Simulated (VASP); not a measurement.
Band structure of GaSb (zinc blende). Computed with r2SCAN+rVV10, VASP's PBE PAW potentials (set 64) (plane waves; VASP 6.6.1).

Unless said otherwise, spin-orbit coupling is left out, though it shifts the bands of the heavy elements here.

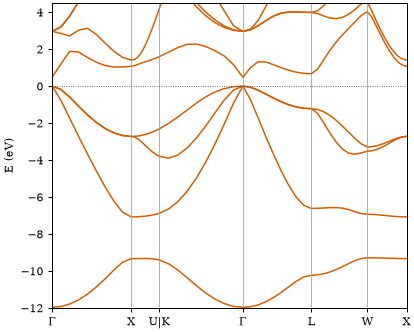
Figure. Bands along high-symmetry lines, zero at the valence-band maximum or, without a gap, the Fermi level

**Question.** Read the plot: is there a gap, and where are the band edges?

**Answer.** The gap is direct, 0.48 eV, from the valence maximum at Γ to the conduction minimum at Γ.

The compound is GaSb in the zinc blende structure. It was relaxed first.
